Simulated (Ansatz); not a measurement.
# NaAuF3 (cubic perovskite) (Pm-3m): Hubbard U and Hund's J by constrained RPA, part 2 of 2

Wanted: the parameters of a Hubbard-Kanamori model for NaAuF3 (cubic perovskite) (Pm-3m).

Ansatz 0.2.0; non-magnetic PBEsol, then constrained RPA, plane waves, PAW.

So far. Step 3 (Constrained RPA: Au d, bands v5 to v1, 4×4×4 mesh …): On the Au d shell, screening brings the on-site interaction from 12.6 eV down to U = 4.69 eV.

The structure was built from a prototype and need not be the compound's stable phase.

## (4) Constrained RPA: Au d + anion p, bands v14 to v1, 4×4×4 mesh, medium accuracy

Level of this step: constrained RPA on PBEsol, plane waves, PAW (Ansatz).

Contents of input.yaml:

```yaml
crystal:
  lattice:
    - [0.0, -4.37522604, 0.0]
    - [0.0, 0.0, 4.37522604]
    - [-4.37522604, 0.0, 0.0]
  atoms:
    - { symbol: Na, position: [0.0, 0.0, 0.0] }
    - { symbol: Au, position: [0.5, 0.5, 0.5] }
    - { symbol: F, position: [0.5, 0.5, 0.0] }
    - { symbol: F, position: [0.5, 0.0, 0.5] }
    - { symbol: F, position: [0.0, 0.5, 0.5] }
kpoints:
  mp_grid: { grid: [6, 6, 6] }
hamiltonian:
  xc: pbesol
scf:
  occupations: { method: gaussian, width: 0.08 }
  n_extra_bands: 19
  max_iter: 150
  lower_state_search: "off"
output:
  crpa:
    kmesh: [4, 4, 4]
    target_bands: [v14, v1]
    projections: [{ species: Au, l: d, shell: 5 }, { species: F, l: p, shell: 2 }]
  local_orbitals:
    kmesh: [8, 8, 8]
    orbitals: [{ species: Au, l: d, shell: 5 }, { species: F, l: p, shell: 2 }]
    window: { bands: [v14, v1] }
    seedname: lo
```

Run with:

```console
$ ansatz run input.yaml --threads 4 --pin off --max-ram 9216MiB --backend cpu --events-out ev --progress --plain --runs-dir out
```

Numbers of over 12 decimals in the logs are rounded to 6 here.

Output:

```text
[...]
Crystal: 5 atoms, lattice volume = 83.753 Å³
Basis set: ecut = 420 eV, 1647 PW (Γ)
Bands: 44, of which v1, the nominal top of the filled ones, is band 25 counted from 1 (24 counted from 0)
Symmetry: 48 space group operations
[...]
k-points: 20 of 216
[...]
SCF iter   1: F=—  HF=-16882.930497 eV  |F-HF|=—  |Δ(HF+E_count)|=         —  Δρ=1.35e-2  dr2=9.62e-2  ethr=1.77e-3  ⟨swp⟩=6.2  Hψ=3980  notcnv=0  defer=163
[...]
SCF iter   8: F=-16882.904800 eV  HF=-16882.904800 eV  |F-HF|=3.65e-9  |Δ(HF+E_count)|=   3.37e-8  Δρ=3.34e-6  dr2=5.07e-9  ethr=2.04e-10  ⟨swp⟩=12.9  Hψ=4751  notcnv=0
SCF 1 converged in 8 iterations: F = -16882.904800 eV  dr2 = 5.07e-9
[...]
cRPA screening: q 1/64
cRPA screening: q 2/64
cRPA screening: q 8/64 (q-point 3)
cRPA screening: q 11/64 (q-point 6)
cRPA screening: q 17/64 (q-point 7)
cRPA screening: q 29/64 (q-point 8)
cRPA screening: q 35/64 (q-point 11)
cRPA screening: q 38/64 (q-point 22)
cRPA screening: q 40/64 (q-point 23)
cRPA screening: q 46/64 (q-point 24)
cRPA screening: q 52/64 (q-point 27)
cRPA screening: q 58/64 (q-point 28)
cRPA screening: q 64/64 (q-point 43)
SCF converged after 8 iterations
Free energy (F): -16882.904800 eV
[...]
Internal energy: -16882.891652 eV  (E = F + TS)
E sigma→0 (E₀):  -16882.898226 eV
Entropy (-TS):   -0.013147 eV (-2.629 meV/atom)
Fermi energy:    5.470227 eV
[...]
--- Band table (eV; the first three rows and the last of 20) ---
  k-point 0: bands = [... 21 lower, 2.1585, 2.1585, 2.8976, 2.8976, 5.5485, 10.3427, 14.3288, 14.3288, ... 15 higher]
  k-point 1: bands = [... 21 lower, 2.5330, 2.5330, 2.8992, 3.4965, 6.0557, 10.4081, 13.1075, 14.5394, ... 15 higher]
  k-point 2: bands = [... 21 lower, 2.9022, 3.0325, 3.0325, 4.0522, 7.3774, 10.0805, 12.6917, 14.8922, ... 15 higher]
  k-point 19: bands = [... 21 lower, 3.6531, 3.6531, 6.2450, 6.2450, 10.8067, 11.6415, 12.5583, 12.5583, ... 15 higher]
[...]
χ-basis size per q: N_G = 292..320
[...]
Each shell's averages of U are screened by what lies outside the whole window alone: parameters of one model of all the shells.
[...]
screened: U = 6.8329 eV, U' = 5.8170 eV, J = 0.5075 eV
      screened, to within: U = 1.5e-2 eV, U' = 1.5e-2 eV, J = 7.1e-4 eV
      bare: V = 16.9746 eV, V' = 15.6069 eV, J = 0.6848 eV
    Site 2, 2P, 3 of 3 p orbitals (Wannier functions 6, 7, 8; wannier90's mr 1, 2, 3):
      screened: U = 8.5552 eV, U' = 6.8548 eV, J = 0.8312 eV
      screened, to within: U = 3.2e-2 eV, U' = 3.2e-2 eV, J = 1.3e-3 eV
      bare: V = 22.1620 eV, V' = 20.0211 eV, J = 1.0524 eV
    Site 3, 2P, 3 of 3 p orbitals (Wannier functions 9, 10, 11; wannier90's mr 1, 2, 3):
      screened: U = 8.5552 eV, U' = 6.8548 eV, J = 0.8312 eV
      screened, to within: U = 3.2e-2 eV, U' = 3.2e-2 eV, J = 1.3e-3 eV
      bare: V = 22.1620 eV, V' = 20.0211 eV, J = 1.0524 eV
    Site 4, 2P, 3 of 3 p orbitals (Wannier functions 12, 13, 14; wannier90's mr 1, 2, 3):
      screened: U = 8.5552 eV, U' = 6.8548 eV, J = 0.8312 eV
      screened, to within: U = 3.2e-2 eV, U' = 3.2e-2 eV, J = 1.3e-3 eV
      bare: V = 22.1620 eV, V' = 20.0211 eV, J = 1.0524 eV
[...]
```

Run time: 2.1 min. Hardware: 4 threads of Intel Xeon Platinum 8559C (Emerald Rapids), shared host; peak memory 0.85 GiB; 7.8 min of CPU time.

This step gave:

```yaml
u: 6.833 eV
u_prime_inter_orbital: 5.817 eV
j: 0.5075 eV
bare_v: 16.97 eV
bare_j: 0.6848 eV
stated_bound_on_u: 0.01418 eV
u_over_bare_v: 0.4025
electrons_in_the_window: 27.00
head_of_the_constrained_inverse_dielectric_matrix: 0.3575
least_eigenvalue_of_the_projection_s_overlap: 0.6550
target_functions: 14
bands_in_the_sums: 50
r_m_s_miss_of_the_model_bands: 2.30e-4 eV
width_of_the_target_bands: 8.673 eV
weight_of_the_projected_orbitals_in_the_window: 0.9703
```

On the Au d shell, screening brings the on-site interaction from 17.0 eV down to U = 6.83 eV.

Kanamori averages over each shell's functions. Crpa shells, by row:

```tsv
site	element	shell	orbitals	U (eV)	U' (eV)	J (eV)	bare V (eV)	bare V' (eV)	bare J (eV)	bound on U (eV)
2	Au	5D	5	6.833	5.817	0.5075	16.97	15.61	0.6848	0.01418
3	F	2P	3	8.555	6.855	0.8312	22.16	20.02	1.052	0.03193
4	F	2P	3	8.555	6.855	0.8312	22.16	20.02	1.052	0.03193
5	F	2P	3	8.555	6.855	0.8312	22.16	20.02	1.052	0.03193
```

Projected local orbitals of the target window. The electronic bands at the labelled points (eV, zero at the Fermi level; # counts the bands kept):

```tsv
point	#11	#12	#13	#14
Γ	-3.31	-3.31	-2.57	-2.57
X	-2.57	-2.23	-2.23	-1.26
M	-2.23	-2.00	-1.82	0.77
Γ	-3.31	-3.31	-2.57	-2.57
R	-1.82	-1.82	0.77	0.77
X	-2.57	-2.23	-2.23	-1.26
jump to R	-1.82	-1.82	0.77	0.77
M	-2.23	-2.00	-1.82	0.77
```

The same for Kohn-Sham, solved directly:

```tsv
point	#11	#12	#13	#14
Γ	-3.31	-3.31	-2.57	-2.57
X	-2.57	-2.23	-2.23	-1.26
M	-2.23	-2.00	-1.82	0.77
Γ	-3.31	-3.31	-2.57	-2.57
R	-1.82	-1.82	0.77	0.77
X	-2.57	-2.23	-2.23	-1.26
R	-1.82	-1.82	0.77	0.77
M	-2.23	-2.00	-1.82	0.77
```

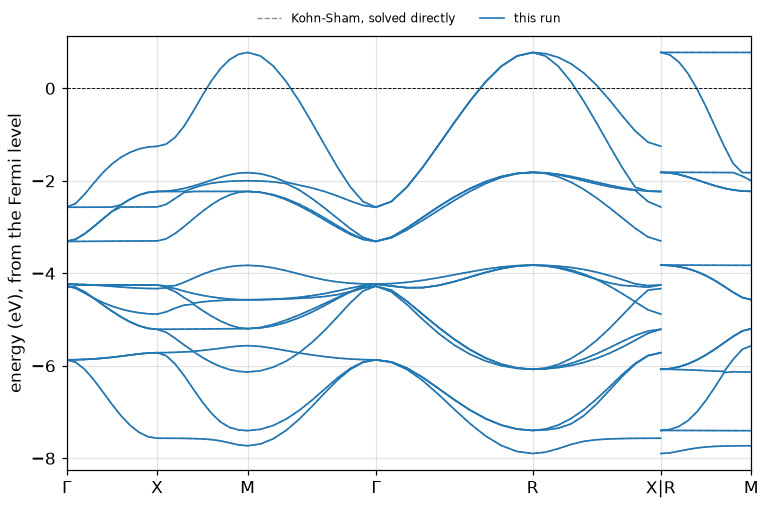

Electronic bands along the path; dashed: Kohn-Sham, solved directly.

Onsite levels, by row:

```tsv
orbital	level less Fermi level (eV)
Au2 dz2	-2.655
Au2 dxz	-3.246
Au2 dyz	-3.246
Au2 dx2-y2	-2.655
Au2 dxy	-3.246
F3 pz	-4.374
F3 px	-5.543
F3 py	-4.374
F4 pz	-5.543
F4 px	-4.374
F4 py	-4.374
F5 pz	-4.374
F5 px	-4.374
F5 py	-5.543
```

Largest distinct elements between sites. Hoppings, by row:

```tsv
from	to	cell	distance (Å)	t (eV)
Au2 dz2	F4 pz	0 1 0	2.188	1.557
Au2 dx2-y2	F5 py	0 0 0	2.188	-1.348
Au2 dz2	F5 py	0 0 0	2.188	-0.7784
F4 px	Au2 dxz	0 0 0	2.188	0.7013
F4 pz	F3 px	0 0 0	3.094	0.3533
F3 py	F5 py	1 0 -1	3.094	0.116
F4 py	F5 pz	1 0 0	3.094	-0.1153
F5 px	F5 px	1 0 0	4.375	-0.0677
F3 py	F4 py	0 1 0	3.094	-0.0598
F5 py	Au2 dz2	-1 -1 0	4.892	-0.0558
Au2 dx2-y2	F3 px	1 0 1	4.892	0.0526
F4 pz	F4 pz	0 0 -1	4.375	-0.0516
```

## (5) The windows together

Times are wall times on 4 threads of Intel Xeon Platinum 8559C (Emerald Rapids), shared host, good to a factor of about two.

```tsv
target	bands	functions	width (eV)	bare V (eV)	U (eV)	U′ (eV)	J (eV)	U/V	time
Au d	v5–v1	5	4.09	12.59	4.69	4.02	0.31	0.37	44 s
Au d + anion p	v14–v1	14	8.67	16.97	6.83	5.82	0.51	0.40	2.1 min
```

## (6) Results

| Property | Result |
| --- | --- |
| Au d | U 4.69 eV, U′ 4.02 eV, J 0.31 eV, bare V 12.6 eV |
| Au d + anion p | U 6.83 eV, U′ 5.82 eV, J 0.51 eV, bare V 17.0 eV |
| method | constrained RPA on non-magnetic PBEsol, 4×4×4 mesh, static; search for lower states off |

**Reading.** For Au d, screening cuts the on-site interaction from 12.59 eV to 4.69 eV (37 %), while J goes only from 0.43 eV to 0.31 eV: the monopole is screened far more than the multipoles. U − 2J differs from U′ by +0.05 eV, so the Kanamori relation holds well. U is 1.1 times the width of the target bands. With the window Au d + anion p U becomes 6.83 eV and the bare V 16.97 eV, so U/V goes from 0.37 to 0.40. The parent state is non-magnetic and the interaction static (zero frequency); U depends on the window and the orbitals, so it belongs to this model alone. The bands cross the Fermi level under this constraint, which need not be the crystal's state: magnetic order, correlation or a lattice distortion may open a gap. Spin-orbit coupling, which is strong for atoms this heavy, is left out. A window that holds the anion p bands defines a model with explicit ligands; its U belongs to that model and is not the U of DFT+U.

[Paths, hosts, dates, memory and timing lines, banners, echoed tables and standing remarks are left out of the program output.]

[Logs are printed without paths, hosts, clocks, repeated set-up lines and the standing remarks that a program may print on its own settings, such as how far it seeks lower states.]

[Runs of the session that timed out or met a known fault of the program may be left out.]

[Hosts, paths, dates, database ids (printed as entryN), source tags and the programs' standing remarks are cut or masked in the printed files.]
